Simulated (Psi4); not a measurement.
## Run report: SiF3 (charge +1), single-point calculation

- system: SiF3, charge +1
- method: B3LYP/def2-TZVPD, RKS (Psi4 1.11)

The geometry is that of the parent species in another charge or spin state. The geometry comes from this level: GFN2-xTB.

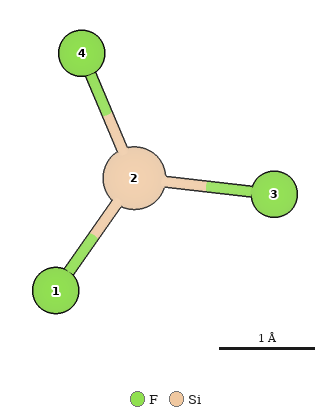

The structure as given in the input (ball-and-stick view, seen on its broad side; atoms are numbered from 1 in the order of the input). Bond lengths as drawn: F–Si 1.59 Å.

## Input file (calc.dat)
```
memory 1.6 GB

molecule {
  1 1
  F      1.48889632    -0.96183280     2.11466023
  Si    -0.61461452     0.46118766     0.50807177
  F     -1.81933383    -1.68015550    -1.22236934
  F      0.94505203     2.18080064    -1.40036265
  units au
  symmetry c1
}

set globals {
  basis                def2-TZVPD
  puream               true
  scf_type             df
  dft_radial_points    99
  dft_spherical_points 590
  d_convergence        1e-10
  e_convergence        1e-10
}

e_tot, wfn = energy('b3lyp', return_wfn=True)
print_variables()
```

Launched with:
```bash
psi4 -n 1 calc.dat calc.out
```

## Output
```
Psi4 1.11 release

   => Loading Basis Set <=

    Name: DEF2-TZVPD
    Role: ORBITAL
    Keyword: BASIS

         ---------------------------------------------------------
                                   SCF
                              RKS Reference
                        1 Threads,   1525 MiB Core
         ---------------------------------------------------------

  ==> Geometry <==

    Molecular point group: c1
    Full point group: C1

    Geometry (in Bohr), charge = 1, multiplicity = 1:

       Center              X                  Y                   Z               Mass
    ------------   -----------------  -----------------  -----------------  -----------------
         F            1.553839148212    -1.010563882658     2.060975167283    18.998403162730
         SI          -0.549671691788     0.412456577342     0.454386707283    27.976926534650
         F           -1.754391001788    -1.728886582658    -1.276054402717    18.998403162730
         F            1.009994858212     2.132069557342    -1.454047712717    18.998403162730

  Running in c1 symmetry.

  Rotational constants: A =      0.24846  B =      0.24765  C =      0.14041 [cm^-1]
  Rotational constants: A =   7448.64041  B =   7424.37828  C =   4209.25327 [MHz]
  Nuclear repulsion =  176.933542921009860

  Charge       = 1
  Multiplicity = 1
  Electrons    = 40
  Nalpha       = 20
  Nbeta        = 20

  ==> Algorithm <==

  SCF Algorithm Type is DF.
  DIIS enabled.
  MOM disabled.
  Fractional occupation disabled.
  Guess Type is SAD.
  Energy threshold   = 1.00e-10
  Density threshold  = 1.00e-10
  Integral threshold = 1.00e-12

  ==> Primary Basis <==

  Basis Set: DEF2-TZVPD
    Blend: DEF2-TZVPD
    Number of shells: 57
    Number of basis functions: 163
    Number of Cartesian functions: 187
    Spherical Harmonics?: true
    Max angular momentum: 3

  ==> DFT Potential <==

   => LibXC <=

    Version 7.1.2

   => Composite Functional: B3LYP <=

    B3LYP Hyb-GGA Exchange-Correlation Functional

    Deriv               =              1
    GGA                 =           TRUE
    Meta                =          FALSE

    Exchange Hybrid     =           TRUE
    MP2 Hybrid          =          FALSE

   => Exchange Functionals <=

    0.0800   Slater exchange
    0.7200         Becke 88

   => Exact (HF) Exchange <=

    0.2000               HF

   => Correlation Functionals <=

    0.1900   Vosko, Wilk & Nusair (VWN5_RPA)
    0.8100   Lee, Yang & Parr

   => LibXC Density Thresholds  <==

    XC_HYB_GGA_XC_B3LYP:  1.00E-15

   => Molecular Quadrature <=

    Radial Scheme          =       TREUTLER
    Pruning Scheme         =           NONE
    Nuclear Scheme         =       TREUTLER

    Blocking Scheme        =         OCTREE
    BS radius alpha        =              1
    Pruning alpha          =              1
    Radial Points          =             99
    Spherical Points       =            590
    Total Points           =         227607
    Total Blocks           =           1704
    Max Points             =            256
    Max Functions          =            159
    Weights Tolerance      =       1.00E-15

   => Loading Basis Set <=

    Name: (DEF2-TZVPD AUX)
    Role: JKFIT
    Keyword: DF_BASIS_SCF

  ==> Integral Setup <==

  DFHelper Memory: AOs need 0.076 GiB; user supplied 0.301 GiB.
  SCF_SUBTYPE=INCORE selected. In-core MEM_DF algorithm will be used.
  Using in-core AOs.

  ==> MemDFJK: Density-Fitted J/K Matrices <==

    J tasked:                   Yes
    K tasked:                   Yes
    wK tasked:                   No
    Memory [MiB]:               307
    Algorithm:                 Core
    Schwarz Cutoff:           1E-12
    Mask sparsity (%):       2.1529
    Fitting Condition:        1E-10

   => Auxiliary Basis Set <=

  Basis Set: (DEF2-TZVPD AUX)
    Blend: DEF2-UNIVERSAL-JKFIT
    Number of shells: 113
    Number of basis functions: 359
    Number of Cartesian functions: 434
    Spherical Harmonics?: true
    Max angular momentum: 4

  Cached 100.0% of DFT collocation blocks in 0.817 [GiB].

  Minimum eigenvalue in the overlap matrix is 6.4678392548E-04.
  Reciprocal condition number of the overlap matrix is 8.7885633418E-05.
    Using symmetric orthogonalization.

  ==> Pre-Iterations <==

  SCF Guess: Superposition of Atomic Densities via on-the-fly atomic UHF (no occupation information).

   -------------------------
    Irrep   Nso     Nmo
   -------------------------
     A        163     163
   -------------------------
    Total     163     163
   -------------------------

  ==> Iterations <==

                           Total Energy        Delta E     RMS |[F,P]|

   @DF-RKS iter SAD:  -588.78886461170566   -5.88789e+02   0.00000e+00
   @DF-RKS iter   1:  -588.75754347846271    3.13211e-02   4.29275e-03 DIIS/ADIIS
   @DF-RKS iter   2:  -588.14681333038004    6.10730e-01   9.36578e-03 DIIS/ADIIS
   @DF-RKS iter   3:  -588.92289302951531   -7.76080e-01   4.06827e-04 DIIS/ADIIS
   @DF-RKS iter   4:  -588.92355307901778   -6.60050e-04   1.23339e-04 DIIS/ADIIS
   @DF-RKS iter   5:  -588.92367167308998   -1.18594e-04   2.40287e-05 DIIS
   @DF-RKS iter   6:  -588.92367615379180   -4.48070e-06   1.16637e-05 DIIS
   @DF-RKS iter   7:  -588.92367717764375   -1.02385e-06   3.51251e-06 DIIS
   @DF-RKS iter   8:  -588.92367727773114   -1.00087e-07   2.85808e-07 DIIS
   @DF-RKS iter   9:  -588.92367727853593   -8.04789e-10   2.90802e-08 DIIS
   @DF-RKS iter  10:  -588.92367727854514   -9.20863e-12   7.51400e-09 DIIS
   @DF-RKS iter  11:  -588.92367727854571   -5.68434e-13   6.73191e-09 DIIS
   @DF-RKS iter  12:  -588.92367727854617   -4.54747e-13   7.95041e-10 DIIS
   @DF-RKS iter  13:  -588.92367727854673   -5.68434e-13   5.28850e-11 DIIS
  Energy and wave function converged.

  ==> Post-Iterations <==

   Electrons on quadrature grid:
      Ntotal   =   40.0000017117 ; deviation = 1.712e-06

    Orbital Energies [Eh]
    ---------------------

    Doubly Occupied:

       1A    -66.600623     2A    -24.997475     3A    -24.997250
       4A    -24.997164     5A     -5.742793     6A     -4.105476
       7A     -4.099546     8A     -4.099532     9A     -1.518019
      10A     -1.488360    11A     -1.488105    12A     -0.876303
      13A     -0.801221    14A     -0.801038    15A     -0.774989
      16A     -0.747735    17A     -0.747662    18A     -0.721465
      19A     -0.721235    20A     -0.705682

    Virtual:

      21A     -0.513634    22A     -0.254429    23A     -0.254036
      24A     -0.165082    25A     -0.144138    26A     -0.082850
      27A     -0.082831    28A     -0.071594    29A     -0.061954
      30A     -0.061898    31A     -0.049604    32A     -0.049493
      33A     -0.048138    34A     -0.004051    35A      0.007760
      36A      0.007842    37A      0.025850    38A      0.025894
      39A      0.027708    40A      0.081622    41A      0.101416
      42A      0.107639    43A      0.107854    44A      0.129311
      45A      0.133542    46A      0.133558    47A      0.170232
      48A      0.170253    49A      0.207666    50A      0.249840
      51A      0.264946    52A      0.265195    53A      0.359261
      54A      0.364276    55A      0.364414    56A      0.396418
      57A      0.397140    58A      0.402246    59A      0.402680
      60A      0.402775    61A      0.437624    62A      0.437665
      63A      0.449084    64A      0.493699    65A      0.493753
      66A      0.543899    67A      0.669156    68A      0.669806
      69A      0.698636    70A      0.699488    71A      0.709619
      72A      0.734231    73A      0.758381    74A      0.758512
      75A      0.761746    76A      0.761818    77A      0.791150
      78A      0.845097    79A      0.874116    80A      0.890499
      81A      0.890537    82A      0.927549    83A      1.093916
      84A      1.094180    85A      1.103024    86A      1.103349
      87A      1.104842    88A      1.265607    89A      1.284677
      90A      1.286227    91A      1.291951    92A      1.510162
      93A      1.510759    94A      1.951909    95A      1.970242
      96A      1.970274    97A      2.002794    98A      2.002985
      99A      2.012863   100A      2.187503   101A      2.202105
     102A      2.203902   103A      2.229818   104A      2.353222
     105A      2.355456   106A      2.357879   107A      2.583938
     108A      2.584123   109A      3.109814   110A      3.109844
     111A      3.143568   112A      3.146317   113A      3.146670
     114A      3.147025   115A      3.471418   116A      3.604572
     117A      3.604751   118A      3.777069   119A      4.089309
     120A      4.090612   121A      5.855340   122A      6.056748
     123A      6.057412   124A      6.535872   125A      6.536042
     126A      6.554451   127A      6.560007   128A      6.560078
     129A      6.561034   130A      6.568917   131A      6.569114
     132A      6.571036   133A      6.581563   134A      6.581623
     135A      6.638278   136A      6.667408   137A      6.675653
     138A      6.676125   139A      6.695153   140A      6.695733
     141A      6.702497   142A      6.730824   143A      7.031989
     144A      7.033769   145A      8.131377   146A      8.138210
     147A      8.138306   148A      8.156977   149A      8.157134
     150A      8.164797   151A      8.272697   152A      8.273963
     153A      8.281454   154A      8.284625   155A      8.362393
     156A      8.409154   157A      8.411250   158A      8.617568
     159A      8.618085   160A     11.624565   161A     56.635238
     162A     56.950417   163A     56.951905

    Final Occupation by Irrep:
              A
    DOCC [    20 ]
    NA   [    20 ]
    NB   [    20 ]

  @DF-RKS Final Energy:  -588.92367727854673

   => Energetics <=

    Nuclear Repulsion Energy =            176.9335429210098596
    One-Electron Energy =               -1159.5849769193039265
    Two-Electron Energy =                 435.7661246376771373
    DFT Exchange-Correlation Energy =     -42.0383679179296550
    Empirical Dispersion Energy =           0.0000000000000000
    VV10 Nonlocal Energy =                  0.0000000000000000
    Total Energy =                       -588.9236772785466201

Computation Completed

Properties will be evaluated at   0.000000,   0.000000,   0.000000 [a0]

Properties computed using the SCF density matrix

 Multipole Moments:

 ------------------------------------------------------------------------------------
     Multipole            Electronic (a.u.)      Nuclear  (a.u.)        Total (a.u.)
 ------------------------------------------------------------------------------------

 L = 1.  Multiply by 2.5417464519 to convert [e a0] to [Debye]
 Dipole X            :         -0.8158549           -0.4104166           -1.2262716
 Dipole Y            :          0.6115630            0.3079639            0.9195269
 Dipole Z            :          0.6740527            0.3392714            1.0133241
 Magnitude           :                                                    1.8374159

 ------------------------------------------------------------------------------------

	total time  =         11 seconds =       0.18 minutes

  Variable Map:
  ----------------------------------------------------------------------------
  "CURRENT ENERGY"              =>    -588.923677278547
  "CURRENT REFERENCE ENERGY"    =>    -588.923677278547
  "DD SOLVATION ENERGY"         =>       0.000000000000
  "DFT FUNCTIONAL TOTAL ENERGY" =>    -588.923677278547
  "DFT TOTAL ENERGY"            =>    -588.923677278547
  "DFT VV10 ENERGY"             =>       0.000000000000
  "DFT XC ENERGY"               =>     -42.038367917930
  "GRID ELECTRONS ALPHA"        =>      20.000000855865
  "GRID ELECTRONS BETA"         =>      20.000000855865
  "GRID ELECTRONS TOTAL"        =>      40.000001711729
  "NUCLEAR REPULSION ENERGY"    =>     176.933542921010
  "ONE-ELECTRON ENERGY"         =>   -1159.584976919304
  "PCM POLARIZATION ENERGY"     =>       0.000000000000
  "PE ENERGY"                   =>       0.000000000000
  "SCF ITERATION ENERGY"        =>    -588.923677278547
  "SCF ITERATIONS"              =>      13.000000000000
  "SCF TOTAL ENERGY"            =>    -588.923677278547
  "TWO-ELECTRON ENERGY"         =>     435.766124637677
  "XC GRID RADIAL POINTS"       =>      99.000000000000
  "XC GRID SPHERICAL POINTS"    =>     590.000000000000
  "XC GRID TOTAL POINTS"        =>  227607.000000000000

  Array Variable Map:
  ----------------------------------------------------------------------------
  "CURRENT DIPOLE"              =>      -1.226271566382 ... 1.013324112738 1 by 3
  "SCF DIPOLE"                  =>      -1.226271566382 ... 1.013324112738 1 by 3
  "SCF TOTAL ENERGIES"          =>    -588.788864611706 ... -588.923677278547 1 by 14

    Psi4 run time: 0:00:11.64
```

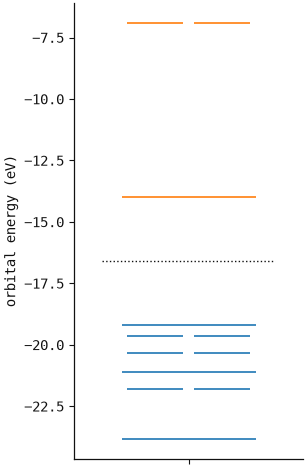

Orbital energies near the frontier; the dotted line parts filled from empty levels, and levels within 0.02 eV of each other stand side by side. Highest filled −19.20 eV, lowest empty −13.98 eV, 5.22 eV apart.

## Summary

```json
{"quantity": "outcome", "value": "converged"}
{"quantity": "total energy", "value": "−588.923677 hartree"}
{"quantity": "basis functions", "value": "163"}
{"quantity": "HOMO", "value": "−19.20 eV"}
{"quantity": "LUMO", "value": "−13.98 eV"}
{"quantity": "hardware", "value": "1 thread of Intel Xeon (Granite Rapids), 64 GiB of memory available, shared host"}
{"quantity": "wall time", "value": "13 s"}
{"quantity": "peak memory", "value": "1.1 GiB"}
```
